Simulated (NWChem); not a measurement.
# One shape, several levels: triplet CH4FGeN

Wanted: a comparison of 4 runs (UB3LYP/6-31G*, UM06-2X/6-31G*, UPBE/6-31G*, UPBE0/6-31G*) of triplet CH4FGeN. 

The calculation is run with NWChem 7.3.0.

4 further runs of the same task are left out: 2 that didn't finish, 2 set aside as unsound or not needed. Runs told in other sessions of the task aren't counted.

### 1 The structure to begin with

The species is CH4FGeN (8 atoms), meant as a triplet with charge 0. As SMILES of the parent species, `[H]/N=[C](/F)[GeH3]`. Geometry: relaxed at PBE0-D4/def2-TZVP. That shape belongs to the parent species and isn't relaxed for this state.

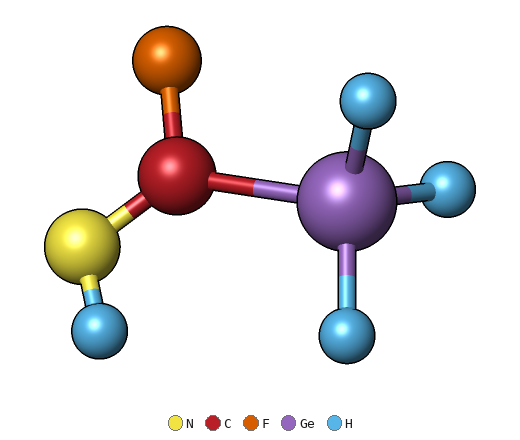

Viewed from a chosen angle; nitrogen yellow, carbon red, fluorine orange, germanium purple, hydrogen blue.

### 2 The energy at UB3LYP/6-31G(d) (spherical functions) (run 1)

input.nw

```
start input
title "CH4FGeN energy"
memory total 2200 mb
charge 0

geometry noautosym nocenter noautoz
  N     1.895900    0.222300   -0.348500
  C     0.908100    0.027300    0.385600
  F     1.137400   -0.127100    1.702400
  Ge   -1.019900   -0.103800   -0.035500
  H     1.617200    0.325400   -1.319900
  H    -1.766200    1.006900    0.710300
  H    -1.149700    0.071600   -1.553900
  H    -1.530700   -1.479600    0.403700
end

basis spherical bse
  * library 6-31G*
end

dft
  xc b3lyp
  mult 3
  grid xfine
  convergence energy 1e-08
  iterations 100
  mulliken
end

task dft energy
```

On the command line:

```sh
$ nwchem input.nw > input.out
```

What it wrote:

```text
[...]
          Wavefunction type:  spin polarized.
          No. of atoms     :     8
          No. of electrons :    58
[...]
          Charge           :     0
          Spin multiplicity:     3
[...]
          AO basis - number of functions:    82
[...]
              XC Information
              --------------
                         B3LYP Method XC Potential
                     Hartree-Fock (Exact) Exchange  0.200
                        Slater Exchange Functional  0.800 local
                    Becke 1988 Exchange Functional  0.720 non-local
              Lee-Yang-Parr Correlation Functional  0.810
                  VWN I RPA Correlation Functional  0.190 local
[...]
 d= 0,ls=0.0,diis     1  -2271.5507932739 -2.53D+03  8.07D-03  1.66D-01     4.3
[...]
 d= 0,ls=0.0,diis    13  -2271.6454132938 -4.92D-10  1.19D-07  5.88D-11    48.3
[...]
         Total DFT energy =    -2271.645413293828
      One electron energy =    -3674.482227365137
           Coulomb energy =     1248.213536727521
    Exchange-Corr. energy =     -103.368920967883
 Nuclear repulsion energy =      257.992198311670
[...]
      Total Density - Mulliken Population Analysis
     ---------------------------------------------
    Atom       Charge   Shell Charges
 -----------   ------   -------------------------------------------------------
    1 N    7     7.44   2.00  0.80  2.44  0.84  1.33  0.03
    2 C    6     5.64   2.00  0.68  1.99  0.37  0.53  0.08
    3 F    9     9.29   2.00  0.93  3.31  1.03  1.99  0.02
    4 Ge  32    32.08   2.00  2.00  6.00  2.00  5.99  1.31  2.22  0.08  0.30  6.85  2.94  0.41
    5 H    1     0.66   0.49  0.17
    6 H    1     0.96   0.49  0.47
    7 H    1     0.97   0.49  0.48
    8 H    1     0.96   0.49  0.47
[...]
      <S2> =      2.0062 (Exact =     2.0000)
[...]
```

It took 49 s on 1 thread of Intel Xeon 6975P-C (Granite Rapids), shared host; peak memory 0.14 GiB.

### 3 The energy at UM06-2X/6-31G(d) (spherical functions) (run 2)

input.nw

```
start input
title "CH4FGeN M06-2X"
memory total 2200 mb
charge 0
geometry noautosym nocenter noautoz
  N      1.895900     0.222300    -0.348500
  C      0.908100     0.027300     0.385600
  F      1.137400    -0.127100     1.702400
  Ge    -1.019900    -0.103800    -0.035500
  H      1.617200     0.325400    -1.319900
  H     -1.766200     1.006900     0.710300
  H     -1.149700     0.071600    -1.553900
  H     -1.530700    -1.479600     0.403700
end
basis "ao basis" spherical bse
  * library 6-31G*
end
dft
  xc m06-2x
  mult 3
  grid xfine
  convergence energy 1e-08
  iterations 100
  mulliken
end
task dft energy
```

On the command line:

```sh
$ nwchem input.nw > input.out
```

What it wrote:

```text
[...]
          Wavefunction type:  spin polarized.
          No. of atoms     :     8
          No. of electrons :    58
[...]
          Charge           :     0
          Spin multiplicity:     3
[...]
          AO basis - number of functions:    82
[...]
              XC Information
              --------------
                       M06-2X Method XC Functional
                     Hartree-Fock (Exact) Exchange  0.540
                        M06-2X Exchange Functional  1.000
                      M06-2X Correlation Potential  1.000
[...]
 d= 0,ls=0.0,diis     1  -2271.4226815137 -2.53D+03  6.10D-03  1.39D-01     5.5
[...]
 d= 0,ls=0.0,diis    13  -2271.5053761412 -5.10D-09  5.21D-07  1.67D-09    66.1
[...]
         Total DFT energy =    -2271.505376141166
      One electron energy =    -3675.055427646726
           Coulomb energy =     1248.869223496324
    Exchange-Corr. energy =     -103.311370302434
 Nuclear repulsion energy =      257.992198311670
[...]
      Total Density - Mulliken Population Analysis
     ---------------------------------------------
    Atom       Charge   Shell Charges
 -----------   ------   -------------------------------------------------------
    1 N    7     7.45   2.00  0.79  2.42  0.84  1.36  0.03
    2 C    6     5.73   2.00  0.66  1.96  0.41  0.61  0.08
    3 F    9     9.31   2.00  0.93  3.29  1.04  2.04  0.02
    4 Ge  32    31.89   2.00  2.00  6.00  2.00  5.99  1.16  2.11  0.10  0.30  6.91  2.92  0.39
    5 H    1     0.64   0.49  0.15
    6 H    1     0.99   0.49  0.50
    7 H    1     1.01   0.49  0.52
    8 H    1     0.99   0.49  0.50
[...]
      <S2> =      2.0068 (Exact =     2.0000)
[...]
```

Run time: 67 s. Hardware: 1 thread of Intel Xeon 6975P-C (Granite Rapids), shared host; peak memory 0.14 GiB.

Run 3 isn't shown in full; the table further down has it.

### 4 The energy at UPBE0/6-31G(d) (spherical functions) (run 4)

m1.nw

```
start m1
title "CH4FGeN energy"
memory 2200 mb

geometry units angstrom noautosym nocenter noautoz
 N      1.895900     0.222300    -0.348500
 C      0.908100     0.027300     0.385600
 F      1.137400    -0.127100     1.702400
 Ge    -1.019900    -0.103800    -0.035500
 H      1.617200     0.325400    -1.319900
 H     -1.766200     1.006900     0.710300
 H     -1.149700     0.071600    -1.553900
 H     -1.530700    -1.479600     0.403700
end

basis spherical bse
 * library 6-31G*
end

dft
 xc pbe0
 mult 3
 grid xfine
 convergence energy 1e-08
 iterations 100
 mulliken
end

task dft
```

On the command line:

```sh
$ nwchem m1.nw > m1.out
```

What it wrote:

```text
[...]
          Wavefunction type:  spin polarized.
          No. of atoms     :     8
          No. of electrons :    58
[...]
          Charge           :     0
          Spin multiplicity:     3
[...]
          AO basis - number of functions:    82
[...]
              XC Information
              --------------
                         PBE0 Method XC Functional
                     Hartree-Fock (Exact) Exchange  0.250
          PerdewBurkeErnzerhof Exchange Functional  0.750
            Perdew 1991 LDA Correlation Functional  1.000 local
           PerdewBurkeErnz. Correlation Functional  1.000 non-local
[...]
 d= 0,ls=0.0,diis     1  -2271.0412782020 -2.53D+03  7.56D-03  1.54D-01     4.3
[...]
 d= 0,ls=0.0,diis    13  -2271.1339822548 -3.87D-10  1.65D-07  1.75D-10    48.3
[...]
         Total DFT energy =    -2271.133982254798
      One electron energy =    -3674.751516329423
           Coulomb energy =     1248.481581981606
    Exchange-Corr. energy =     -102.856246218650
 Nuclear repulsion energy =      257.992198311670
[...]
      Total Density - Mulliken Population Analysis
     ---------------------------------------------
    Atom       Charge   Shell Charges
 -----------   ------   -------------------------------------------------------
    1 N    7     7.47   2.00  0.79  2.43  0.86  1.36  0.04
    2 C    6     5.65   2.00  0.67  1.97  0.38  0.55  0.09
    3 F    9     9.30   2.00  0.93  3.29  1.04  2.01  0.02
    4 Ge  32    32.07   2.00  2.00  6.00  2.00  5.99  1.28  2.25  0.07  0.27  6.86  2.93  0.42
    5 H    1     0.64   0.49  0.15
    6 H    1     0.95   0.47  0.48
    7 H    1     0.97   0.48  0.49
    8 H    1     0.95   0.47  0.48
[...]
      <S2> =      2.0072 (Exact =     2.0000)
[...]
```

Wall time 49 s (1 thread of Intel Xeon 6975P-C (Granite Rapids), shared host); peak memory 0.14 GiB.

### 5 All runs side by side

```
run                                 level   energy (Eh)  dipole moment (D)  HOMO energy (eV)   ⟨S²⟩  wall time
  1   UB3LYP/6-31G* (spherical functions)  -2271.645413               2.30             -2.65  2.006       49 s
  2  UM06-2X/6-31G* (spherical functions)  -2271.505376               2.40             -4.09  2.007       67 s
  3     UPBE/6-31G* (spherical functions)  -2271.075960               2.12             -1.59  2.003       45 s
  4    UPBE0/6-31G* (spherical functions)  -2271.133982               2.33             -2.94  2.007       49 s
```

### 6 Outcome

| quantity | value |
| --- | --- |
| run 4: total energy | -2271.13398 Eh |
| run 4: dipole moment | 2.33 D |
| run 4: HOMO energy (highest over α and β) | -2.94 eV |
| run 4: ⟨S²⟩ | 2.007 |

The dipole moment (its size) runs from 2.12 D (UPBE/6-31G*) to 2.40 D (UM06-2X/6-31G*). Totals of different functionals can't be ranked against each other. All runs together took 3.5 min, the longest 67 s.
